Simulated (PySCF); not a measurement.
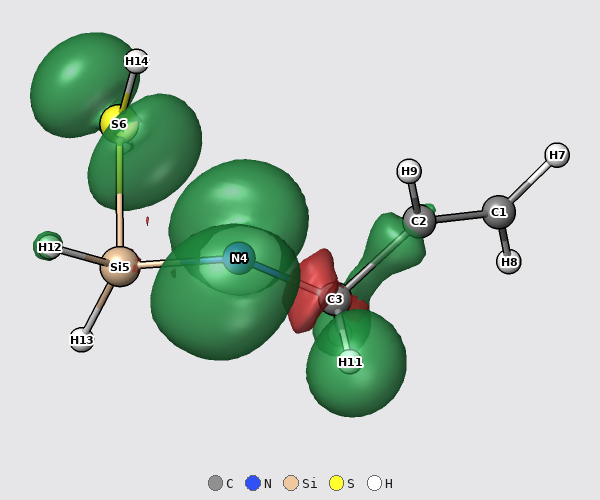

C3H8NSSi (doublet). Isosurfaces of the spin density (α minus β) at +0.015 (green) and −0.015 e/Å³ (red), seen across its widest extent.

Geometry: GFN2-xTB.

Method: UKS B3LYP, pcH-1 on C H N S Si, non-relativistic, mean-field spin-orbit, GIAO in PySCF 2.14.0, density-fitted response routines.

```yaml
atoms:
  - { symbol: C, position_ang: [2.2337, 1.0010, -1.0597] }
  - { symbol: C, position_ang: [1.5572, 0.5989, -0.0011] }
  - { symbol: C, position_ang: [0.7376, -0.6600, 0.0393] }
  - { symbol: N, position_ang: [-0.4478, -0.4816, 0.7651] }
  - { symbol: Si, position_ang: [-2.0293, -0.9828, 0.6473] }
  - { symbol: S, position_ang: [-2.8623, 0.8333, -0.3174] }
  - { symbol: H, position_ang: [2.8003, 1.9164, -1.0601] }
  - { symbol: H, position_ang: [2.2478, 0.4312, -1.9749] }
  - { symbol: H, position_ang: [1.5374, 1.1772, 0.9111] }
  - { symbol: H, position_ang: [0.5949, -1.0655, -0.9728] }
  - { symbol: H, position_ang: [1.3310, -1.4148, 0.5892] }
  - { symbol: H, position_ang: [-2.6002, -0.9976, 1.9830] }
  - { symbol: H, position_ang: [-2.5587, -2.0162, -0.2344] }
  - { symbol: H, position_ang: [-2.5422, 1.6599, 0.6633] }
```

**Which atoms carry the spin?**

The unpaired spin (1 electron) lies mostly on N4 (about 0.7) and S6 (about 0.1), in electrons by Hirshfeld's partition.
